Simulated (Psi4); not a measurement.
**One shape, several levels: PH2 (SMILES [PH2])**

Aim: a comparison of 3 runs (ROHF/pcseg-1, UCAM-B3LYP/6-31G*, USOS-MP2/jun-cc-pV(D+d)Z) of PH2. 

The results are computed with Psi4 1.11.

6 further runs of the same task are left out: 6 set aside as unsound or not needed.

## Step 1: The system as given

The species is PH2 (3 atoms), meant as a doublet with charge 0. As SMILES, `[PH2]`. Geometry: relaxed at GFN2-xTB.

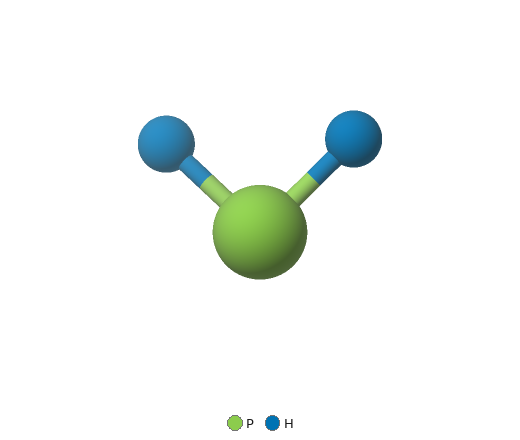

The structure, seen from a chosen angle (phosphorus green, hydrogen blue).

## Step 2: The charge distribution at ROHF/pcseg-1 (run 1)

calc.dat

```
memory 1600 MB

molecule {
  0 2
  P
  H 1 1.392125
  H 1 1.392116 2 91.39496
  units angstrom
}

set globals {
  basis     pcseg-1
  reference rohf
  scf_type  direct
}

energy_value, wavefunction = energy("hf", return_wfn=True)
oeprop(wavefunction, "MULLIKEN_CHARGES", "MBIS_CHARGES", "MAYER_INDICES", title="HF")
```

Started as:

```sh
$ psi4 -n 1 calc.dat calc.out
```

calc.out:

```text
[...]
  Running in cs symmetry.
[...]
  Nuclear repulsion =   11.669268572262514
[...]
  Multiplicity = 2
[...]
  Nalpha       = 9
  Nbeta        = 8
[...]
    Number of basis functions: 28
[...]
   @DF-ROHF iter   1:  -341.82331940483112   -4.33657e-01   3.71849e-03 DIIS
[...]
   @ROHF iter   9:  -341.83936279139476   -2.87997e-09   3.54619e-07 DIIS
[...]
    Orbital Energies [Eh]
    ---------------------
    Doubly Occupied:
       1Ap   -79.923664     2Ap    -7.485525     3Ap    -5.388116
       1App   -5.387782     4Ap    -5.387024     5Ap    -0.827521
       6Ap    -0.529241     7Ap    -0.419219
    Singly Occupied:
       2App   -0.160502
[...]
  @ROHF Final Energy:  -341.83936279139476
   => Energetics <=
    Nuclear Repulsion Energy =             11.6692685722625136
    One-Electron Energy =                -495.9550045067449560
    Two-Electron Energy =                 142.4463731430876692
    Total Energy =                       -341.8393627913947626
[...]
 Multipole Moments:
 ------------------------------------------------------------------------------------
     Multipole            Electronic (a.u.)      Nuclear  (a.u.)        Total (a.u.)
 ------------------------------------------------------------------------------------
 L = 1.  Multiply by 2.5417464519 to convert [e a0] to [Debye]
 Dipole X            :          1.0214745           -1.2640819           -0.2426074
 Dipole Y            :          0.9969171           -1.2336826           -0.2367655
 Dipole Z            :          0.0000000            0.0000000            0.0000000
 Magnitude           :                                                    0.3389930
[...]
  Mulliken Charges: (a.u.)
   Center  Symbol    Alpha    Beta     Spin     Total
       1     P     7.96804  6.97166  0.99638  0.06030
       2     H     0.51598  0.51417  0.00181 -0.03015
       3     H     0.51598  0.51417  0.00181 -0.03015
   Total alpha =  9.00000, Total beta =  8.00000, Total charge = -0.00000
[...]
```

Run time: 1.6 s. Hardware: 1 thread of Intel Xeon 6975P-C (Granite Rapids), shared host; peak memory 0.17 GiB.

Atomic charges (e):

```
atom    MBIS  Mulliken
  P1  +0.029    +0.060
  H2  -0.015    -0.030
  H3  -0.015    -0.030
```

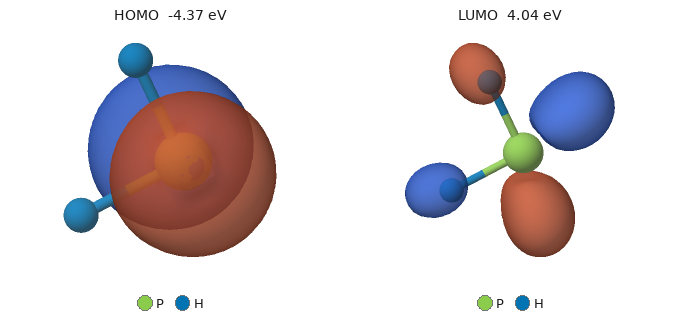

Frontier orbitals of this run (spin up), surfaces at ±0.2 Å^-3/2.

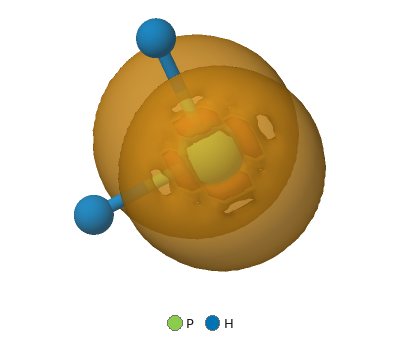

Spin density, surfaces at ±0.03 e/Å³.

## Step 3: Energy and forces at UCAM-B3LYP/6-31G(d) (spherical functions) (run 2)

h2p.inp

```
memory 1600 mb

molecule molecule1 {
  0 2
  P      0.514470    -0.302750     0.252680
  H      0.111510     1.027360     0.172420
  H     -0.625980    -0.724620    -0.425100
  units angstrom
  symmetry c1
  no_reorient
  no_com
}

set {
  basis 6-31G*
  reference uks
  puream true
  e_convergence 1e-09
  d_convergence 1e-08
  scf_type pk
  dft_radial_points 99
  dft_spherical_points 590
  maxiter 200
}

E, wfn = gradient('cam-b3lyp', return_wfn=True)
oeprop(wfn, 'WIBERG_LOWDIN_INDICES', 'LOWDIN_CHARGES', 'MAYER_INDICES', title='CAM-B3LYP')
print_variables()
```

Started as:

```sh
$ psi4 -i h2p.inp -o h2p.out -n 1
```

h2p.out:

```text
[...]
  Running in c1 symmetry.
[...]
  Nuclear repulsion =   11.669271134122123
[...]
  Multiplicity = 2
[...]
  Nalpha       = 9
  Nbeta        = 8
[...]
    Number of basis functions: 22
[...]
   @UKS iter   1:  -342.46655052766880   -3.40328e-01   6.25508e-03 ADIIS/DIIS
[...]
   @UKS iter  10:  -342.48291845081002   -2.27374e-13   2.93244e-09 DIIS
[...]
   @S^2 Observed:                7.539490040E-01
[...]
    Orbital Energies [Eh]
    ---------------------
    Alpha Occupied:
       1A    -77.142728     2A     -6.633192     3A     -4.799458
       4A     -4.793383     5A     -4.790031     6A     -0.724782
       7A     -0.457125     8A     -0.368891     9A     -0.307008
    Alpha Virtual:
      10A      0.085020    11A      0.143146    12A      0.279862
      13A      0.330745    14A      0.349808    15A      0.357275
      16A      0.712733    17A      0.719592    18A      0.727363
      19A      0.732744    20A      0.800883    21A      1.066721
      22A      1.244532
[...]
  @UKS Final Energy:  -342.48291845081002
   => Energetics <=
    Nuclear Repulsion Energy =             11.6692711341221234
    One-Electron Energy =                -496.0990911597456261
    Two-Electron Energy =                 160.1308180855448597
    DFT Exchange-Correlation Energy =     -18.1839165107314393
    Empirical Dispersion Energy =           0.0000000000000000
    VV10 Nonlocal Energy =                  0.0000000000000000
    Total Energy =                       -342.4829184508100184
[...]
 Multipole Moments:
 ------------------------------------------------------------------------------------
     Multipole            Electronic (a.u.)      Nuclear  (a.u.)        Total (a.u.)
 ------------------------------------------------------------------------------------
 L = 1.  Multiply by 2.5417464519 to convert [e a0] to [Debye]
 Dipole X            :        -13.9155284           13.6109036           -0.3046248
 Dipole Y            :          8.1888776           -8.0096231            0.1792545
 Dipole Z            :         -6.8345599            6.6849440           -0.1496160
 Magnitude           :                                                    0.3838143
[...]
  -Total Gradient:
     Atom            X                  Y                   Z
    ------   -----------------  -----------------  -----------------
       1       -0.014867051315     0.008745240143    -0.007302269978
       2        0.003344550402    -0.014082470859     0.000338637269
       3        0.011522312970     0.005337341542     0.006963540424
[...]
```

It took 4.5 s on 1 thread of Intel Xeon 6975P-C (Granite Rapids), shared host; peak memory 0.31 GiB.

## Step 4: A single-point energy at USOS-MP2/jun-cc-pV(D+d)Z (DKH2) (run 3)

h2p.in

```
memory 1600 mb

molecule {
  0 2
  P      0.514470    -0.302750     0.252680
  H      0.111510     1.027360     0.172420
  H     -0.625980    -0.724620    -0.425100
  symmetry c1
  no_reorient
  no_com
}

set {
  basis jun-cc-pV(D+d)Z
  reference uhf
  scf_type pk
  freeze_core true
  mp2_type df
  relativistic dkh
  dkh_order 2
}

energy('sos-mp2')
```

Started as:

```sh
$ psi4 -i h2p.in -o h2p.out -n 1
```

h2p.out:

```text
[...]
  Running in c1 symmetry.
[...]
  Nuclear repulsion =   11.669271134122123
[...]
  Multiplicity = 2
[...]
  Nalpha       = 9
  Nbeta        = 8
[...]
    Number of basis functions: 37
[...]
   @UHF iter   1:  -342.56236373310026   -4.49333e-01   3.55412e-03 ADIIS/DIIS
[...]
   @UHF iter  12:  -342.58305259391932   -1.19371e-12   4.89360e-09 DIIS
[...]
   @S^2 Observed:                7.649186594E-01
[...]
    Orbital Energies [Eh]
    ---------------------
    Alpha Occupied:
       1A    -80.194935     2A     -7.540885     3A     -5.414770
       4A     -5.401834     5A     -5.400082     6A     -0.865702
       7A     -0.529157     8A     -0.432059     9A     -0.374213
    Alpha Virtual:
      10A      0.082322    11A      0.089236    12A      0.102638
      13A      0.102781    14A      0.171837    15A      0.225128
      16A      0.542400    17A      0.577326    18A      0.590023
      19A      0.597049    20A      0.602553    21A      0.685448
      22A      0.721320    23A      0.732944    24A      0.774302
      25A      1.030371    26A      1.167311    27A      1.620793
[...]
  @UHF Final Energy:  -342.58305259391932
   => Energetics <=
    Nuclear Repulsion Energy =             11.6692711341221234
    One-Electron Energy =                -496.7258862441910878
    Two-Electron Energy =                 142.4735625161496273
    Total Energy =                       -342.5830525939193194
  UHF NO Occupations:
  HONO-2 :    7  A 1.9994808
  HONO-1 :    8  A 1.9932213
[...]
 Multipole Moments:
 ------------------------------------------------------------------------------------
     Multipole            Electronic (a.u.)      Nuclear  (a.u.)        Total (a.u.)
 ------------------------------------------------------------------------------------
 L = 1.  Multiply by 2.5417464519 to convert [e a0] to [Debye]
 Dipole X            :        -13.8606832           13.6109036           -0.2497796
 Dipole Y            :          8.1566038           -8.0096231            0.1469808
 Dipole Z            :         -6.8076229            6.6849440           -0.1226790
 Magnitude           :                                                    0.3147115
[...]
	SCS-MP2 Total Energy (a.u.)        :  -342.69625616024695
	SOS-MP2 Total Energy (a.u.)        :  -342.69871380409830
	SCSN-MP2 Total Energy (a.u.)       :  -342.61705247974908
[...]
	SOS-PI-MP2 Total Energy (a.u.)     :  -342.70761082026587
[...]
	MP2 Total Energy (a.u.)            :  -342.69134087254417
[...]
```

It took 1.7 s on 1 thread of Intel Xeon 6975P-C (Granite Rapids), shared host; peak memory 0.3 GiB.

## Step 5: The series

```csv
run,level,task,integrals,energy (Eh),dipole moment (D),wall time
1,ROHF/pcseg-1,properties,direct,-341.839363,0.86,1.6 s
2,UCAM-B3LYP/6-31G* (spherical functions),gradient,pk,-342.482918,0.98,4.5 s
3,USOS-MP2/jun-cc-pV(D+d)Z (DKH2),energy,pk,-342.698714,–,1.7 s
```

## Step 6: Results

| quantity | value |
| --- | --- |
| run 3: total energy | -342.69871 Eh |
| run 3: HOMO energy (Hartree–Fock orbitals) (highest over α and β) | -10.18 eV |
| run 3: LUMO energy (Hartree–Fock orbitals) (lowest over α and β) | 0.57 eV |
| run 3: correlation energy (5 core orbitals frozen) | -115.7 mEh |
| run 3: ⟨S²⟩ of the reference determinant | 0.765 |

Some runs of one species differ in core potentials or relativity; totals across that change don't compare. All runs together took 7.9 s, the longest 4.5 s.
